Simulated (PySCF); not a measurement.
Energy landscape of HfO₂, singlet: map of symmetric stretch and bend. Scanned: Hf-O bond length and O-Hf-O angle.

Level of theory: M06-2X/def2-SVP, def2 effective core potentials past Kr in PySCF.

Energy in kJ/mol above the lowest grid point; x is the Hf-O bond length (Å), y the O-Hf-O angle (°).

| y \ x | 1.51 | 1.60 | 1.69 | 1.78 | 1.87 | 1.96 | 2.05 | 2.14 | 2.23 | 2.31 | 2.40 |
|---|---|---|---|---|---|---|---|---|---|---|---|
| 180 | 1222.5 | 709.0 | 418.5 | 283.5 | 254.1 | 295.1 | 382.0 | 497.2 | 628.5 | 747.3 | 867.8 |
| 171.36 | 1184.2 | 683.4 | 400.3 | 269.7 | 242.9 | 285.4 | 372.8 | 487.6 | 616.3 | 728.4 | 849.5 |
| 162.73 | 1087.9 | 616.6 | 351.6 | 232.2 | 212.3 | 258.9 | 348.4 | 463.9 | 592.9 | 707.4 | 831.2 |
| 154.09 | 965.8 | 528.4 | 286.0 | 181.3 | 171.2 | 224.2 | 318.1 | 436.5 | 567.6 | 686.4 | 813.8 |
| 145.45 | 841.8 | 436.4 | 216.7 | 127.9 | 128.6 | 189.2 | 288.3 | 410.4 | 544.2 | 666.3 | 798.8 |
| 136.82 | 729.4 | 352.0 | 153.1 | 79.1 | 90.5 | 158.8 | 263.2 | 388.9 | 525.5 | 649.8 | 786.6 |
| 128.18 | 635.0 | 281.3 | 100.5 | 39.9 | 60.9 | 135.9 | 245.0 | 374.2 | 513.2 | 639.2 | 778.7 |
| 119.55 | 562.5 | 228.2 | 62.4 | 12.8 | 41.8 | 122.6 | 235.8 | 367.7 | 508.6 | 635.8 | 776.4 |
| 110.91 | 513.8 | 194.7 | 40.7 | 0.0 | 35.5 | 120.7 | 236.7 | 370.3 | 512.0 | 639.5 | 780.3 |
| 102.27 | 491.2 | 183.8 | 38.3 | 3.8 | 43.6 | 131.5 | 248.9 | 383.0 | 524.5 | 651.5 | 791.2 |
| 93.64 | 500.4 | 200.1 | 59.2 | 27.5 | 68.7 | 157.1 | 274.3 | 407.4 | 547.4 | 672.6 | 810.2 |
| 85 | 553.5 | 252.1 | 110.0 | 76.7 | 115.8 | 201.5 | 315.6 | 445.5 | 582.2 | 704.3 | 838.3 |

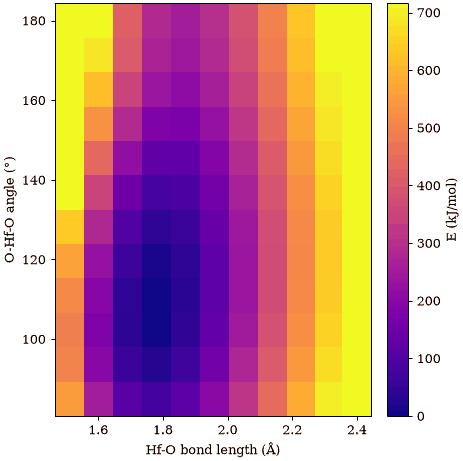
Fig. 1. Energy surface, cut off at 716 kJ/mol.

Points that lie below all their neighbours on the grid: x = 1.78, y = 110.91 (0.0 kJ/mol).
